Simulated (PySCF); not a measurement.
# NMR shielding calculation of C6H9NSi

System: C6H9NSi.
Method: GIAO PBE0/pcSseg-1 NMR shielding, non-relativistic, gas phase (PySCF 2.14.0).

The geometry comes from this level: GFN2-xTB, MD frame at 1000 fs, 600 K. It belongs to a series of runs on one base structure; here: MD frame at 1000 fs, 600 K. Figures and captions count atoms from 1; the log counts them from 0 in places.

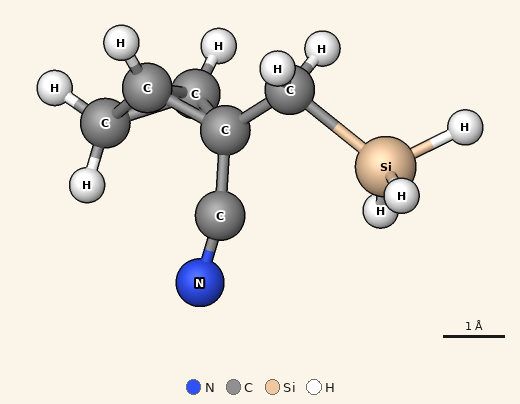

**Figure 1.** The input geometry (ball-and-stick view, seen at a tilt).

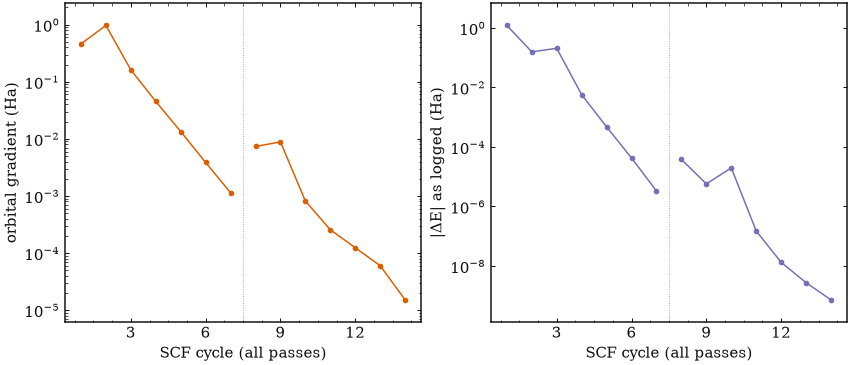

**Figure 2.** Convergence of the self-consistent field: orbital gradient and size of the energy change against the SCF cycle. The dotted line marks the change from a coarse to the final integration grid. The first 7 cycles use a coarse grid, the final grid takes over at cycle 8, and the field converges after 14 cycles in all.

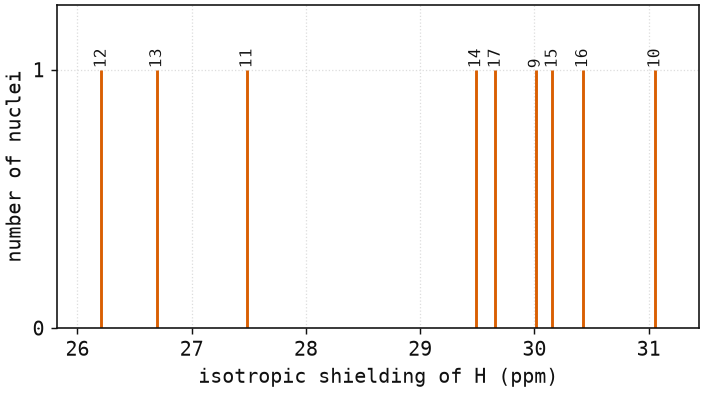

**Figure 3.** Isotropic shieldings of the hydrogen nuclei in this fixed geometry, labelled by atom number; shielding grows to the right, so chemical shift grows to the left. The least shielded is H12 (26.2 ppm), the most shielded H10 (31.1 ppm).

The input and output of the run follow.

**The input**
```
{"job": {"kind": "nmr", "xc": "PBE0", "basis": "pcSseg-1", "pop": false}, "charge": 0, "multiplicity": 1}
N      0.308200    -1.184700     0.894800
C     -0.416200    -0.248600     0.798700
C     -1.574600     0.540000     0.701400
C     -1.489200     1.984400     0.413100
Si     0.173600     2.207100    -0.713800
C     -2.689900     0.094800     1.538000
C     -2.841800    -1.339100     1.299100
C     -2.748000    -0.347000     0.101100
H     -1.507000     2.727700     1.243900
H     -2.081500     2.227300    -0.427600
H      0.023900     3.120200    -1.865000
H      0.317900     0.947500    -1.492200
H      1.153300     3.015200     0.043600
H     -3.276300     0.632600     2.228700
H     -3.778300    -1.764600     1.629600
H     -2.094400    -2.058600     1.531700
H     -3.502000    -0.147200    -0.647900
```

The first line tells a small driver script what to run in PySCF; the rest is the geometry in Å.

Run as:
```bash
OMP_NUM_THREADS=1 python <driver script> task.json out
```

**The program's output**
```
coarse grid: 14784 points
cycle   1  E = -577.5221588743  dE =  1.215e+00  |g| = 4.596e-01  |ddm| = 3.994e+00
cycle   2  E = -577.3644624913  dE =  1.577e-01  |g| = 9.693e-01  |ddm| = 1.266e+00
cycle   3  E = -577.5715081290  dE = -2.070e-01  |g| = 1.616e-01  |ddm| = 9.030e-01
cycle   4  E = -577.5772390078  dE = -5.731e-03  |g| = 4.535e-02  |ddm| = 1.824e-01
cycle   5  E = -577.5777122517  dE = -4.732e-04  |g| = 1.341e-02  |ddm| = 6.693e-02
cycle   6  E = -577.5777548898  dE = -4.264e-05  |g| = 3.857e-03  |ddm| = 2.070e-02
cycle   7  E = -577.5777582089  dE = -3.319e-06  |g| = 1.138e-03  |ddm| = 4.984e-03
final grid: 138520 points
cycle   8  E = -577.6238531859  dE = -3.806e-05  |g| = 7.364e-03  |ddm| = 3.865e-02
cycle   9  E = -577.6238474443  dE =  5.742e-06  |g| = 8.832e-03  |ddm| = 1.830e-02
cycle  10  E = -577.6238673065  dE = -1.986e-05  |g| = 8.148e-04  |ddm| = 9.816e-03
cycle  11  E = -577.6238674563  dE = -1.498e-07  |g| = 2.556e-04  |ddm| = 1.118e-03
cycle  12  E = -577.6238674695  dE = -1.326e-08  |g| = 1.239e-04  |ddm| = 3.329e-04
cycle  13  E = -577.6238674723  dE = -2.745e-09  |g| = 5.986e-05  |ddm| = 1.404e-04
cycle  14  E = -577.6238674730  dE = -7.242e-10  |g| = 1.510e-05  |ddm| = 5.661e-05
converged SCF energy = -577.6238674730

GIAO shielding tensors (ppm)
atom      isotropic    diamagn.    paramagn.     s11        s22        s33       span
  0 N      -53.445     340.546    -393.991   -244.323   -194.617    278.605    522.928
  1 C       53.197     261.735    -208.537    -71.929    -56.433    287.954    359.884
  2 C      145.786     246.929    -101.144    122.470    138.737    176.151     53.681
  3 C      185.977     252.450     -66.474    166.343    172.448    219.138     52.795
  4 Si     410.542     878.468    -467.926    330.299    379.454    521.874    191.575
  5 C      158.265     247.604     -89.340    124.109    163.493    187.192     63.083
  6 C      153.974     252.104     -98.130    125.505    159.458    176.960     51.455
  7 C      170.711     234.530     -63.818     90.324    205.309    216.501    126.177
  8 H       30.010      28.898       1.111     23.798     28.036     38.195     14.397
  9 H       31.056      31.023       0.034     25.280     31.052     36.836     11.555
 10 H       27.485      28.602      -1.116     24.330     25.209     32.917      8.587
 11 H       26.210      29.483      -3.273     22.242     26.654     29.733      7.491
 12 H       26.695      28.593      -1.897     23.104     24.674     32.307      9.203
 13 H       29.488      31.539      -2.052     22.695     28.010     37.758     15.063
 14 H       30.158      26.380       3.778     24.476     26.172     39.825     15.349
 15 H       30.424      32.435      -2.011     24.516     29.476     37.279     12.763
 16 H       29.659      27.516       2.143     22.619     26.926     39.432     16.814
```

**Summary**

```csv
quantity,value
outcome,converged
total energy,−577.623867 hartree
HOMO,−7.83 eV
LUMO,−0.34 eV
dipole moment,4.35 D
"isotropic shielding, N",−53.4 ppm
"isotropic shielding, C",53.2 to 186.0 ppm
"isotropic shielding, Si",410.5 ppm
"isotropic shielding, H",26.2 to 31.1 ppm
hardware,"1 CPU thread, shared host"
wall time,21 s
peak memory,0.91 GiB
```
